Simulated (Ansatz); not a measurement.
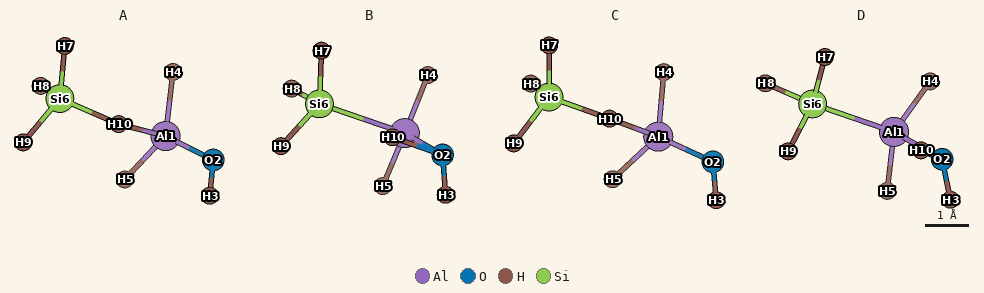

4 geometries from a converged minimum-energy path of AlSiH$_{7}$O, shuffled. A ball-and-stick model, seen from a free direction.

Theory: RKS r2SCAN-D4/def2-SVP (Ansatz 0.2.0). Settings: 7 movable images; climbing image; force threshold 0.05 eV/Å; iteration limit 60; starting path through a guess of the saddle point.

Which frame is the top of the path?

B. In order along the path, whose images run from 0 to 8: C (image 1, +0.7 kJ/mol), A (image 2, +6.2 kJ/mol), B (image 4, +123.5 kJ/mol), D (image 6, +49.3 kJ/mol). Breaking: Si6–H10 (1.51 → 1.90 at the top → 3.50 Å). Forming: Al1–Si6 (3.19 → 2.64 at the top → 2.47 Å), O2–H10 (2.85 → 1.27 at the top → 0.97 Å).
